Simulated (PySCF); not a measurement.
Input file:

```
import pyscf.grad
from pyscf import gto, dft

mol = gto.M(
    atom='mol.xyz',
    verbose=3,
    max_memory=3720,
    spin=1,
    basis='def2-tzvpd',
    charge=0,
)

mf = dft.UKS(mol, xc='pbe0')
mf = mf.density_fit(auxbasis='def2-universal-jkfit')
mf.max_cycle = 100
mf.conv_tol = 1e-09
mf.grids.level = 3
mf.kernel()
if not mf.converged:
    mf = mf.newton().run(mf.mo_coeff, mf.mo_occ)
for _ in range(3):
    mo, _, stable, _ = mf.stability(return_status=True)
    if stable:
        break
    mf.kernel(mf.make_rdm1(mo, mf.mo_occ))

e_final = mf.e_tot
print('E(%s) = %.9f' % ('PBE0', e_final))
grad = mf.Gradients().kernel()
mf.analyze()
```

Run with:

```sh
OMP_NUM_THREADS=2 python input.py
```

Geometry: B3LYP/6-31G*.

The calculation used PySCF 2.14.0, Gaussian-basis quantum chemistry of an isolated molecule with PySCF, energy and nuclear gradient, functional PBE0.

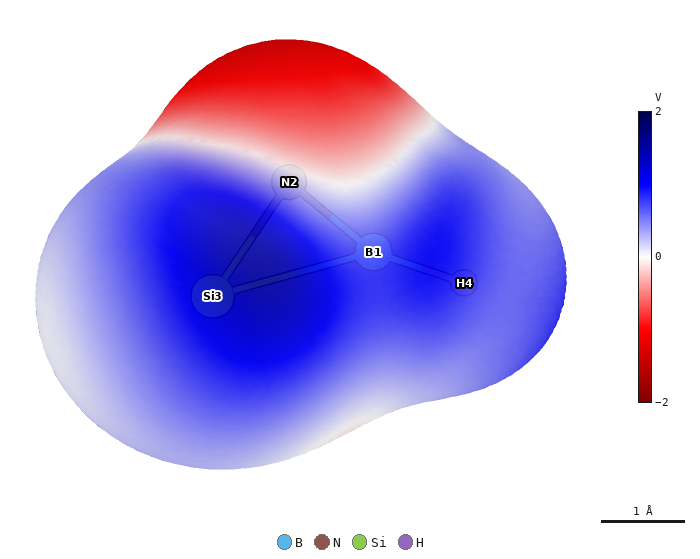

BHNSi (doublet). The electrostatic potential painted on the density surface at 0.002 e/bohr³, seen at a tilt; red is negative and blue positive.

Where is the surface potential most negative and most positive?

Answer. The most negative region (about −1.3 V) lies over N2, the most positive (about +1.5 V) over Si3. N2 is the likeliest acceptor of a hydrogen bond.

How polar is the molecule by this calculation?

Answer. Its dipole moment is 1.32 D.
